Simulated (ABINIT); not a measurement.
## A GW chain in ABINIT: MoS2 (P6_3/mmc)

Aim: the G0W0 gap of MoS2 (P6_3/mmc) on PBE, step by step.

Calculated with ABINIT 10.8.3; PBE and many-body steps on it, plane waves.

The database entry behind the starting cell differs from later determinations by our own check (about 0.3 % long), so it need not match the best structure at ambient conditions.

### Step 1. The structure

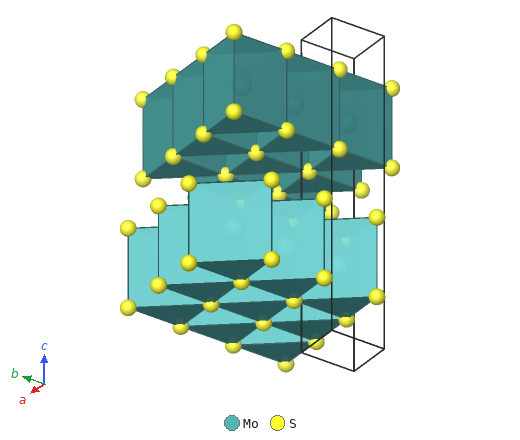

Start, viewed from a free direction; molybdenum teal, sulfur yellow. 3×3×1 cells are drawn. Some periodic images of atoms are drawn too.

The cell and positions come from the Crystallography Open Database and are kept as given unless a step says otherwise.

### Step 2. Ground state

This step: ABINIT 10.8.3; DFT, PBE, plane waves, norm-conserving pseudopotentials.

The ground-state density comes first.

run.abi reads:

```
acell 3*1.0 Angstrom
rprim 
  3.169000000004 -0.000000000001 0.000000000000
  -1.584500000001 2.744434504597 0.000000000000
  0.000000000000 0.000000000000 12.324000000000
ntypat 2
znucl 42 16
natom 6
typat 1 1 2 2 2 2
xred 
  0.333333333333 0.666666666667 0.250000000000
  0.666666666667 0.333333333333 0.750000000000
  0.333333333333 0.666666666667 0.623000000000
  0.666666666667 0.333333333333 0.123000000000
  0.333333333333 0.666666666667 0.877000000000
  0.666666666667 0.333333333333 0.377000000000
pp_dirpath "pseudos"
pseudos "Mo.upf, S.upf"
ecut 36
ngkpt 6 6 2
nshiftk 1
shiftk 0 0 0
kptopt 1
chksymbreak 0
nband 33
occopt 1
tolvrs 1e-10
nstep 60
prtwf 0
optforces 0
optstress 0
indata_prefix "in"
outdata_prefix "out"
tmpdata_prefix "tmp"
```

Started as:

```console
$ OMP_NUM_THREADS=1 mpirun -n 8 abinit run.abi > log
```

Numbers of over 12 decimals in the logs are rounded to 6 here.

The log of the run:

```text
.Version 10.8.3 of ABINIT. v10.8.2 released Aug 2026.

 Symmetries : space group P6_3/m m c (#194); Bravais hP (primitive hexag.)
================================================================================
 Values of the parameters that define the memory need of the present run
     intxc =       0    ionmov =       0      iscf =       7    lmnmax =       6
     lnmax =       6     mgfft =     128  mpssoang =       3    mqgrid =    6291
     natom =       6  nloc_mem =       1    nspden =       1   nspinor =       1
    nsppol =       1      nsym =      24    n1xccc =    2501    ntypat =       2
    occopt =       1   xclevel =       2
-    mband =          33        mffmem =           1         mkmem =           2
       mpw =        7490          nfft =      165888          nkpt =          14
================================================================================
  Rough estimation (10% accuracy) of disk space for files :
================================================================================

--------------------------------------------------------------------------------
------------- Echo of variables that govern the present computation ------------
--------------------------------------------------------------------------------
 -outvars: echo values of preprocessed input variables --------
            acell      1.8897261259E+00  1.8897261259E+00  1.8897261259E+00 Bohr

      chksymbreak           0
             ecut      3.60000000E+01 Hartree
-          fftalg         312

              ixc     -101130
              kpt      0.00000000E+00  0.00000000E+00  0.00000000E+00
                       1.66666667E-01  0.00000000E+00  0.00000000E+00
                       3.33333333E-01  0.00000000E+00  0.00000000E+00
                       5.00000000E-01  0.00000000E+00  0.00000000E+00
                       1.66666667E-01  1.66666667E-01  0.00000000E+00
                       3.33333333E-01  1.66666667E-01  0.00000000E+00
                       3.33333333E-01  3.33333333E-01  0.00000000E+00
                       0.00000000E+00  0.00000000E+00  5.00000000E-01
                       1.66666667E-01  0.00000000E+00  5.00000000E-01
                       3.33333333E-01  0.00000000E+00  5.00000000E-01
                       5.00000000E-01  0.00000000E+00  5.00000000E-01
[...]
kptrlatt        6    0    0      0    6    0      0    0    2
          kptrlen      3.59312526E+01
P           mkmem           2
            natom           6
            nband          33
            ngfft          36      36     128
             nkpt          14
            nstep          60
             nsym          24
           ntypat           2
              occ      2.000000  2.000000  2.000000  2.000000  2.000000  2.000000
                       2.000000  2.000000  2.000000  2.000000  2.000000  2.000000
                       2.000000  2.000000  2.000000  2.000000  2.000000  2.000000
                       2.000000  2.000000  2.000000  2.000000  2.000000  2.000000
                       2.000000  2.000000  0.000000  0.000000  0.000000  0.000000
[...]
optforces           0
        optstress           0
            prtwf           0
            rprim      3.1690000000E+00 -1.0000000000E-12  0.0000000000E+00
[...]
spgroup         194

           tolvrs      1.00000000E-10

             xred      3.3333333333E-01  6.6666666667E-01  2.5000000000E-01
[...]
znucl       42.00000   16.00000

================================================================================

 chkinp: Checking input parameters for consistency.

================================================================================
== DATASET  1 ==================================================================
-   mpi_nproc: 8, omp_nthreads: 1 (-1 if OMP is not activated)

--- !DatasetInfo
iteration_state: {dtset: 1, }
dimensions: {natom: 6, nkpt: 14, mband: 33, nsppol: 1, nspinor: 1, nspden: 1, mpw: 7490, }
cutoff_energies: {ecut:  36.0, pawecutdg:  -1.0, }
electrons: {nelect:   5.20000000E+01, charge:   0.00000000E+00, occopt:   1.00000000E+00, tsmear:   1.00000000E-02, }

 Real(R)+Recip(G) space primitive vectors, cartesian coordinates (Bohr,Bohr^-1):
 R(1)=  5.9885421  0.0000000  0.0000000  G(1)=  0.1669856  0.0964092  0.0000000
 R(2)= -2.9942710  5.1862296  0.0000000  G(2)=  0.0000000  0.1928183  0.0000000
 R(3)=  0.0000000  0.0000000 23.2889848  G(3)=  0.0000000  0.0000000  0.0429388
 Unit cell volume ucvol=  7.2330822E+02 bohr^3
 Angles (23,13,12)=  9.00000000E+01  9.00000000E+01  1.20000000E+02 degrees

 getcut: wavevector=  0.0000  0.0000  0.0000  ngfft=  36  36 128
         ecut(hartree)=     36.000   => boxcut(ratio)=   2.03490

--- Pseudopotential description ------------------------------------------------
- Mo Generated using ONCVPSP code by D. R. Hamann
- 42.00000  14.00000  171031                  znucl, zion, pspdat
12 -101130 2 -1 1640                          pspcod,pspxc,lmax,lloc,mmax
     nproj     2     2     2
  pspatm : epsatm=   15.95693798
         --- l  ekb(1:nproj) -->
[...]
pspatm: atomic psp has been read  and splines computed

- S Generated using ONCVPSP code by D. R. Hamann
- 16.00000   6.00000  171031                  znucl, zion, pspdat
12 -101130 2 -1 1146                          pspcod,pspxc,lmax,lloc,mmax
     nproj     2     2     2
  pspatm : epsatm=    9.01821529
         --- l  ekb(1:nproj) -->
[...]
pspatm: atomic psp has been read  and splines computed

   3.53531033E+03                                ecore*ucvol(ha*bohr**3)
--------------------------------------------------------------------------------

_setup2: Arith. and geom. avg. npw (full set) are    7464.403    7464.370

================================================================================

--- !BeginCycle
iteration_state: {dtset: 1, }
solver: {iscf: 7, nstep: 60, nline: 4, wfoptalg: 0, }
tolerances: {tolvrs: 1.00E-10, }

     iter   Etot(hartree)      deltaE(h)  residm     vres2
 ETOT  1  -184.32730796720    -1.843E+02 1.016E-01 3.331E+03
 ETOT  2  -182.42850318755     1.899E+00 4.665E-02 2.741E+04
 ETOT  3  -184.89381481055    -2.465E+00 9.579E-03 3.112E+00
 ETOT  4  -184.89593897113    -2.124E-03 3.848E-03 4.010E+00
 ETOT  5  -184.89626470211    -3.257E-04 4.799E-04 5.635E-01
 ETOT  6  -184.89631516807    -5.047E-05 5.620E-04 1.238E-01
 ETOT  7  -184.89632039937    -5.231E-06 2.494E-04 5.015E-03
 ETOT  8  -184.89632061210    -2.127E-07 3.916E-04 3.286E-05
 ETOT  9  -184.89632061421    -2.105E-09 1.706E-04 4.393E-07
 ETOT 10  -184.89632061433    -1.218E-10 2.595E-04 4.454E-08
 ETOT 11  -184.89632061434    -5.798E-12 1.106E-04 4.078E-09
 ETOT 12  -184.89632061434    -5.741E-12 1.802E-04 3.655E-10
 ETOT 13  -184.89632061434    -2.842E-13 6.883E-05 5.882E-11

 At SCF step   13       vres2   =  5.88E-11 < tolvrs=  1.00E-10 =>converged.

--- !ResultsGS
iteration_state: {dtset: 1, }
comment   : Summary of ground state results
lattice_vectors:
- [  5.9885421,  -0.0000000,   0.0000000, ]
- [ -2.9942710,   5.1862296,   0.0000000, ]
- [  0.0000000,   0.0000000,  23.2889848, ]
lattice_lengths: [   5.98854,    5.98854,   23.28898, ]
lattice_angles: [ 90.000,  90.000, 120.000, ] # degrees, (23, 13, 12)
lattice_volume:   7.2330822E+02
convergence: {deltae: -2.842E-13, res2:  5.882E-11, residm:  6.883E-05, diffor:  0.000E+00, }
etotal    :  -1.84896321E+02
entropy   :   0.00000000E+00
fermie    :   3.09959974E-01
cartesian_stress_tensor: null
pressure_GPa: null
xred      :
- [  3.3333E-01,   6.6667E-01,   2.5000E-01, Mo]
- [  6.6667E-01,   3.3333E-01,   7.5000E-01, Mo]
- [  3.3333E-01,   6.6667E-01,   6.2300E-01,  S]
- [  6.6667E-01,   3.3333E-01,   1.2300E-01,  S]
- [  3.3333E-01,   6.6667E-01,   8.7700E-01,  S]
- [  6.6667E-01,   3.3333E-01,   3.7700E-01,  S]
cartesian_forces: null
force_length_stats: {min: null, max: null, mean: null, }

 Integrated electronic density in atomic spheres:
 ------------------------------------------------
 Atom  Sphere_radius  Integrated_density
[...]
================================================================================

 ----iterations are completed or convergence reached----

 Mean square residual over all n,k,spin=   43.385E-08; max=  68.827E-06
 reduced coordinates (array xred) for    6 atoms
[...]
0.666666666667      0.333333333333      0.750000000000
       0.333333333333      0.666666666667      0.623000000000
       0.666666666667      0.333333333333      0.123000000000
       0.333333333333      0.666666666667      0.877000000000
       0.666666666667      0.333333333333      0.377000000000
 rms dE/dt=  0.0000E+00; max dE/dt=  0.0000E+00; dE/dt below (all hartree)
    1       0.000000000000      0.000000000000      0.000000000000
    2       0.000000000000      0.000000000000      0.000000000000
    3       0.000000000000      0.000000000000      0.000000000000
    4       0.000000000000      0.000000000000      0.000000000000
    5       0.000000000000      0.000000000000      0.000000000000
    6       0.000000000000      0.000000000000      0.000000000000

 cartesian coordinates (angstrom) at end:
    1      6.7e-13     1.829623     3.081000
    2      1.584500     0.914812     9.243000
    3      6.7e-13     1.829623     7.677852
    4      1.584500     0.914812     1.515852
    5      6.7e-13     1.829623    10.808148
    6      1.584500     0.914812     4.646148
 length scales=  1.889726125908  1.889726125908  1.889726125908 bohr
              =  1.000000000000  1.000000000000  1.000000000000 angstroms
 prteigrs : about to open file out_EIG
 Fermi (or HOMO) energy (hartree) =   0.30996   Average Vxc (hartree)=  -0.40245
 Eigenvalues (hartree) for nkpt=  14  k points:
 kpt#   1, nband= 33, wtk=  0.01389, kpt=  0.0000  0.0000  0.0000 (reduced coord)
  -1.95125   -1.95125   -1.00128   -1.00127   -0.99293   -0.99293   -0.99293   -0.99293
  -0.23958   -0.22966   -0.19514   -0.17888    0.05790    0.09584    0.18196    0.18981
   0.18981    0.19029    0.19029    0.23000    0.23000    0.23172    0.23172    0.26647
   0.26790    0.30996    0.38712    0.38733    0.38816    0.38827    0.39315    0.39331
   0.39947
 prteigrs : prtvol=0 or 1, do not print more k-points.

--- !EnergyTerms
iteration_state     : {dtset: 1, }
comment             : Components of total free energy in Hartree
kinetic             :  6.00147592879540E+01
hartree             :  5.39885223369599E+01
xc                  : -3.33780456305552E+01
Ewald energy        : -1.19847493795111E+02
psp_core            :  4.88769548579594E+00
local_psp           : -1.73802185844205E+02
non_local_psp       :  2.32404275448184E+01
total_energy        : -1.84896320614343E+02
total_energy_eV     : -5.03128519569763E+03
band_energy         : -1.61958635719819E+01

== END DATASET(S) ==============================================================
================================================================================

 -outvars: echo values of variables after computation  --------
           etotal     -1.8489632061E+02
            nband          33
             nkpt          14
          spgroup         194
 [... the other variables as echoed above ...]

 Calculation completed.
```

Wall time 47 s (8 MPI ranks of Arm Neoverse N1, shared host); peak memory 0.81 GiB; 6.3 min of CPU time.

This step gave:

```
total energy               : -5031.2852 eV
gap                        : 0.8887 eV
k of the valence top       : 0, 0, 0
k of the conduction bottom : 0.1667, 0.1667, 0
least direct gap           : 1.654 eV
```

The gap is indirect, with the least direct gap 0.77 eV higher.

### Step 3. Empty states on the mesh, 3×3×1 mesh, 116 bands

The sums over transitions need many empty states on a uniform mesh; this step solves for them.

Changes to run.abi since step 2:

```diff
@@ -19,3 +19,3 @@
 ecut 36
-ngkpt 6 6 2
+ngkpt 3 3 1
 nshiftk 1
@@ -24,9 +24,10 @@
 chksymbreak 0
-nband 33
-occopt 1
-tolvrs 1e-10
+iscf -2
+irdden 1
+istwfk *1
+nband 116
+nbdbuf 10
+tolwfr 1e-09
 nstep 60
-prtwf 0
-optforces 0
-optstress 0
+prtvol 0
 indata_prefix "in"
```

Started as:

```console
$ OMP_NUM_THREADS=2 mpirun -n 3 abinit run.abi > log
```

The log of the run:

```text
.Version 10.8.3 of ABINIT. v10.8.2 released Aug 2026.

 Symmetries : space group P6_3/m m c (#194); Bravais hP (primitive hexag.)
[... echo of the input left out ...]
== DATASET  1 ==================================================================
-   mpi_nproc: 3, omp_nthreads: 2 (-1 if OMP is not activated)

--- !DatasetInfo
iteration_state: {dtset: 1, }
dimensions: {natom: 6, nkpt: 3, mband: 116, nsppol: 1, nspinor: 1, nspden: 1, mpw: 7476, }
cutoff_energies: {ecut:  36.0, pawecutdg:  -1.0, }
electrons: {nelect:   5.20000000E+01, charge:   0.00000000E+00, occopt:   1.00000000E+00, tsmear:   1.00000000E-02, }

 Real(R)+Recip(G) space primitive vectors, cartesian coordinates (Bohr,Bohr^-1):
 R(1)=  5.9885421  0.0000000  0.0000000  G(1)=  0.1669856  0.0964092  0.0000000
 R(2)= -2.9942710  5.1862296  0.0000000  G(2)=  0.0000000  0.1928183  0.0000000
 R(3)=  0.0000000  0.0000000 23.2889848  G(3)=  0.0000000  0.0000000  0.0429388
 Unit cell volume ucvol=  7.2330822E+02 bohr^3
 Angles (23,13,12)=  9.00000000E+01  9.00000000E+01  1.20000000E+02 degrees

 getcut: wavevector=  0.0000  0.0000  0.0000  ngfft=  36  36 128
         ecut(hartree)=     36.000   => boxcut(ratio)=   2.03490

--- Pseudopotential description ------------------------------------------------
- Mo Generated using ONCVPSP code by D. R. Hamann
- 42.00000  14.00000  171031                  znucl, zion, pspdat
12 -101130 2 -1 1640                          pspcod,pspxc,lmax,lloc,mmax
     nproj     2     2     2
  pspatm : epsatm=   15.95693798
         --- l  ekb(1:nproj) -->
             0   13.833287    1.350687
             1    8.015347    1.134034
             2    2.765699    0.969071
 pspatm: atomic psp has been read  and splines computed

- S Generated using ONCVPSP code by D. R. Hamann
- 16.00000   6.00000  171031                  znucl, zion, pspdat
12 -101130 2 -1 1146                          pspcod,pspxc,lmax,lloc,mmax
     nproj     2     2     2
  pspatm : epsatm=    9.01821529
         --- l  ekb(1:nproj) -->
[...]
pspatm: atomic psp has been read  and splines computed

--------------------------------------------------------------------------------

================================================================================
 prteigrs : about to open file out_EIG
 Non-SCF case, kpt    1 (  0.00000  0.00000  0.00000), residuals and eigenvalues=
  5.44E-10  5.22E-10  3.28E-10  3.07E-10  2.33E-10  3.07E-10  2.25E-10  2.81E-10
  7.63E-10  9.78E-10  3.73E-10  4.04E-10  3.09E-10  2.97E-10  2.02E-10  2.05E-10
  5.87E-10  3.28E-10  5.40E-10  3.55E-10  5.16E-10  3.01E-10  5.17E-10  3.87E-10
[...]
2.14E-06  6.06E-06  2.18E-06  3.95E-04
 -1.9512E+00 -1.9512E+00 -1.0013E+00 -1.0013E+00 -9.9293E-01 -9.9293E-01
 -9.9293E-01 -9.9293E-01 -2.3958E-01 -2.2966E-01 -1.9514E-01 -1.7888E-01
  5.7899E-02  9.5843E-02  1.8196E-01  1.8981E-01  1.8981E-01  1.9029E-01
[...]
1.6177E+00  1.6566E+00  1.6568E+00  1.6783E+00  1.6981E+00  1.6981E+00
  1.7100E+00  1.7498E+00  1.7498E+00  1.8112E+00  1.8436E+00  1.8437E+00
  1.8464E+00  1.8484E+00
 prteigrs : prtvol=0 or 1, do not print more k-points.

--- !ResultsGS
iteration_state: {dtset: 1, }
comment   : Summary of ground state results
lattice_vectors:
- [  5.9885421,  -0.0000000,   0.0000000, ]
- [ -2.9942710,   5.1862296,   0.0000000, ]
- [  0.0000000,   0.0000000,  23.2889848, ]
lattice_lengths: [   5.98854,    5.98854,   23.28898, ]
lattice_angles: [ 90.000,  90.000, 120.000, ] # degrees, (23, 13, 12)
lattice_volume:   7.2330822E+02
convergence: {deltae:  0.000E+00, res2:  0.000E+00, residm:  9.956E-10, diffor:  0.000E+00, }
etotal    :  -1.84896321E+02
entropy   :   0.00000000E+00
fermie    :   3.09959974E-01
cartesian_stress_tensor: null
pressure_GPa: null
xred      :
- [  3.3333E-01,   6.6667E-01,   2.5000E-01, Mo]
- [  6.6667E-01,   3.3333E-01,   7.5000E-01, Mo]
- [  3.3333E-01,   6.6667E-01,   6.2300E-01,  S]
- [  6.6667E-01,   3.3333E-01,   1.2300E-01,  S]
- [  3.3333E-01,   6.6667E-01,   8.7700E-01,  S]
- [  6.6667E-01,   3.3333E-01,   3.7700E-01,  S]
cartesian_forces: null
force_length_stats: {min: null, max: null, mean: null, }

 Integrated electronic density in atomic spheres:
 ------------------------------------------------
 Atom  Sphere_radius  Integrated_density
[...]
================================================================================

 ----iterations are completed or convergence reached----

 Mean square residual over all n,k,spin=   48.890E-11; max=  99.561E-11
 reduced coordinates (array xred) for    6 atoms
[...]
0.333333333333      0.666666666667      0.877000000000
       0.666666666667      0.333333333333      0.377000000000

 cartesian coordinates (angstrom) at end:
    1      6.7e-13     1.829623     3.081000
    2      1.584500     0.914812     9.243000
[...]
6      1.584500     0.914812     4.646148
 length scales=  1.889726125908  1.889726125908  1.889726125908 bohr
              =  1.000000000000  1.000000000000  1.000000000000 angstroms
 prteigrs : about to open file out_EIG
 Eigenvalues (hartree) for nkpt=   3  k points:
 kpt#   1, nband=116, wtk=  0.11111, kpt=  0.0000  0.0000  0.0000 (reduced coord)
[...]
1.58536    1.59054    1.59666    1.61447    1.61447    1.61766    1.61766    1.65662
   1.65675    1.67831    1.69809    1.69809    1.70997    1.74976    1.74976    1.81118
   1.84363    1.84369    1.84641    1.84838
 prteigrs : prtvol=0 or 1, do not print more k-points.

== END DATASET(S) ==============================================================
================================================================================

 -outvars: echo values of variables after computation  --------
            nband         116
             nkpt           3
          spgroup         194
 [... the other variables as echoed above ...]

 Calculation completed.
```

The job ended after 35 s (3 MPI ranks; peak memory 0.3 GiB).

This step gave:

```
gap                                                           : 1.052 eV
k of the valence top                                          : 0, 0, 0
k of the conduction bottom                                    : 0.3333, 0.3333, 0
least direct gap                                              : 1.654 eV
k points computed                                             : 3
lowest point of the top converged band, above the valence top : 37.23 eV
```

On this mesh the gap is 1.052 eV. The earlier step found 0.889 eV, so this mesh misses an edge.

[end of part 1 of 2]

[Paths, hosts, dates, memory and timing lines, banners, echoed tables and standing remarks are left out of the program output.]

[Logs are printed without paths, hosts, clocks, repeated set-up lines and the standing remarks that a program may print on its own settings, such as how far it seeks lower states.]

[Runs of the session that timed out or met a known fault of the program may be left out.]

[Hosts, paths, dates, database ids (printed as entryN), source tags and the programs' standing remarks are cut or masked in the printed files.]

[G0W0 gaps are taken among the corrected bands and points alone; a level outside them can change the order at an edge.]

[Where Ansatz stands beside ABINIT at settings called matched, ABINIT's density can come from a denser mesh and the files from another edition; pairs whose starting gaps differed by over 0.03 eV were left out, so agreement reads better than it is.]
